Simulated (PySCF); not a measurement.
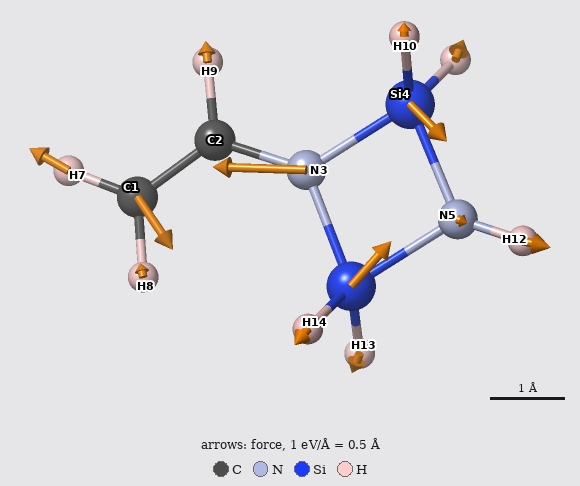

Starting geometry of C2H8N2Si2 with the computed forces as orange arrows. The picture is a ball-and-stick view, seen at a tilt.

The start comes from GFN2-xTB. Its atoms were then displaced at random by about 0.01 Å.

The calculation used PySCF, PBE0-D3(BJ)/def2-SVP geometry optimisation, gas phase. 

Q: Is this structure relaxed? If not, where do the atoms go?

A: It isn't relaxed: the largest force vector, on an N atom, is 2.69 eV/Å. The final displacements follow the starting forces only in part (cosine between the two patterns 0.55). An H atom moves most after the best rigid fit: 0.083 Å. Largest moves by element: H 0.083 Å, N 0.068 Å, Si 0.059 Å, C 0.043 Å. Some distances before and after: N–Si 1.707 → 1.762 Å, H–Si 1.458 → 1.496 Å, C–H 1.057 → 1.090 Å, C–H 1.082 → 1.098 Å. Bond angles that change, for instance: H–Si–H 114.6° → 107.8°, Si–N–Si 98.3° → 93.1°, H–Si–H 112.6° → 107.4°. After 6 geometry steps the energy has fallen by 0.269 eV. The run took 47 s on 1 thread of Arm Neoverse V1 (shared host).
